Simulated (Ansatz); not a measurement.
# AlClH4N2: the cost of one run

Program: Ansatz 0.2.0. Level of theory: RKS PBE-D4/def2-SVP. These are calculated values, not measurements.

## Step 1: Starting point

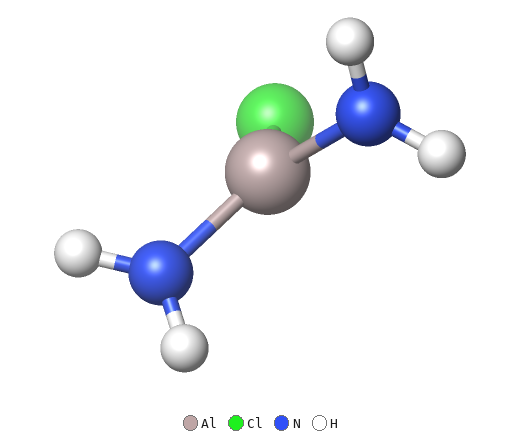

Start, viewed from a free direction; aluminium light grey, chlorine green, nitrogen blue, hydrogen white.

Coordinates:

```xyz
8

Al    0.0000    0.0000    0.0000
Cl    0.0000    0.0000    2.2300
N     1.6627    0.0000   -0.9600
H     2.1293   -0.9179   -1.2118
H     2.1141    0.9179   -1.2382
N    -1.6627    0.0000   -0.9600
H    -2.3316   -0.8164   -0.8614
H    -1.9118    0.8164   -1.5886
```

## Step 2: Relaxing the start

Contents of input.yaml:

```yaml
crystal:
  periodic: [false, false, false]
  atoms:
    - { symbol: Al, position_ang: [0.0, 0.0, 0.0] }
    - { symbol: Cl, position_ang: [0.0, 0.0, 2.23] }
    - { symbol: "N", position_ang: [1.6627, 0.0, -0.96] }
    - { symbol: H, position_ang: [2.1293, -0.9179, -1.2118] }
    - { symbol: H, position_ang: [2.1141, 0.9179, -1.2382] }
    - { symbol: "N", position_ang: [-1.6627, 0.0, -0.96] }
    - { symbol: H, position_ang: [-2.3316, -0.8164, -0.8614] }
    - { symbol: H, position_ang: [-1.9118, 0.8164, -1.5886] }
basis:
  gaussian: { orbitals: def2-SVP }
hamiltonian:
  xc: pbe
  dispersion: d4
relax:
  f_tol: 0.02
  max_steps: 40
```

Launch:

```
$ ansatz run input.yaml --threads 2 --pin off --max-ram 3072MiB --backend cpu --events-out ev --progress --plain --runs-dir out
```

Q: Estimate wall time and peak memory on 2 threads of Arm Neoverse V2, shared host.

About 16 s, with a peak of 0.12 GiB.
